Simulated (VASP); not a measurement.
System: MgC$_{18}$ (slab).

```
C Mg
1.0
     7.39800    0.00000    0.00000
    -3.69900    6.40686    0.00000
     0.00000    0.00000   11.00000
C Mg
18 1
Direct
  0.00128 0.00038 0.08415
  0.22428 0.11192 0.08375
  0.00172 0.33457 0.08476
  0.22399 0.44574 0.08458
  0.00218 0.66752 0.08469
  0.22352 0.77813 0.08410
  0.33505 0.00114 0.08374
  0.55743 0.11237 0.08407
  0.33551 0.33428 0.08416
  0.55689 0.44494 0.08469
  0.33473 0.66705 0.08459
  0.55772 0.77857 0.08477
  0.66889 0.00085 0.08452
  0.89020 0.11159 0.08460
  0.66809 0.33375 0.08463
  0.89106 0.44525 0.08493
  0.66839 0.66792 0.08498
  0.89066 0.77904 0.08472
  0.33687 0.10444 0.38320
```

Level of theory: Kohn-Sham DFT of a periodic cell, PBE with D3(BJ), VASP PAW PBE potentials, recommended in VASP 6.6.1.

Predict the valence pseudo-density and electron localisation function between the atoms.

Mg–C (3.40 Å): ρ is about 0.05 e/Å³ halfway; the ELF is about 0.10 at the midpoint; no shared electron pair shows on this line.

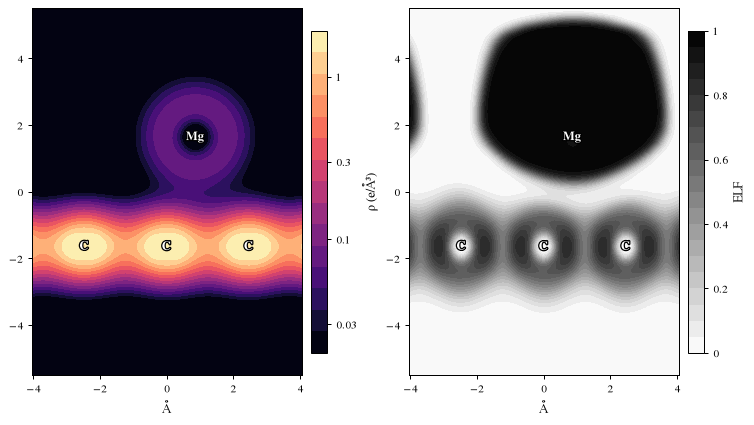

Computed valence pseudo-density and electron localisation function on the (010) plane of the calculation cell, a cut from vacuum to vacuum, in this order. Atoms just off the plane (C, 0.7 Å away) can leave unmarked features too.

In a PAW calculation such maps are meaningful between the atoms, not at the nuclei.
